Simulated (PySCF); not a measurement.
Reaction (SMILES): F[Si]F (closed-shell singlet) + 3 [H][H] (H2) → 2 F (HF) + [SiH4] (SiH4)
B3LYP-D3(BJ)/def2-TZVP geometries, fixed; electronic energies without zero-point terms.

Basis-set convergence of the energy of full hydrogenation at B3LYP with PySCF. All functions are spherical. Density fitting with generated auxiliary sets. In sets without p functions on hydrogen, species with hydrogen take exact integrals. No added dispersion term, no relativity. Functions are those of the species that has most. Reference: the value in def2-QZVPPD, 21.51 kcal/mol, itself unsure by roughly 1.00 kcal/mol (its mean distance from pcseg-3, def2-QZVPP, cc-pV(Q+d)Z). Deviations are taken from unrounded values.

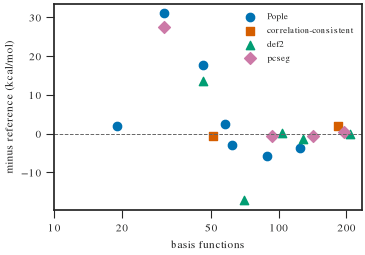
*Deviation from the reference against the number of basis functions, by family of sets.*

| basis | functions | energy of full hydrogenation (kcal/mol) | minus reference (kcal/mol) |
|---|---|---|---|
| STO-3G | 19 | 23.54 | 2.03 |
| 3-21G | 31 | 52.55 | 31.04 |
| pcseg-0 | 31 | 48.93 | 27.42 |
| 6-31G* | 46 | 39.24 | 17.73 |
| def2-SV(P) | 46 | 35.16 | 13.65 |
| cc-pV(D+d)Z | 51 | 20.86 | -0.66 |
| 6-31+G* | 58 | 24.07 | 2.56 |
| 6-311G** | 62 | 18.48 | -3.03 |
| def2-SVPD | 70 | 4.25 | -17.26 |
| 6-311++G(2d,2p) | 89 | 15.83 | -5.69 |
| pcseg-2 | 94 | 20.77 | -0.74 |
| def2-TZVPP | 104 | 21.73 | 0.22 |
| 6-311++G(3df,3pd) | 125 | 17.68 | -3.83 |
| def2-TZVPPD | 128 | 19.99 | -1.52 |
| aug-pcseg-2 | 142 | 20.91 | -0.60 |
| cc-pV(Q+d)Z | 184 | 23.60 | 2.08 |
| pcseg-3 | 196 | 21.81 | 0.29 |
| def2-QZVPPD | 208 | 21.51 | 0.00 |
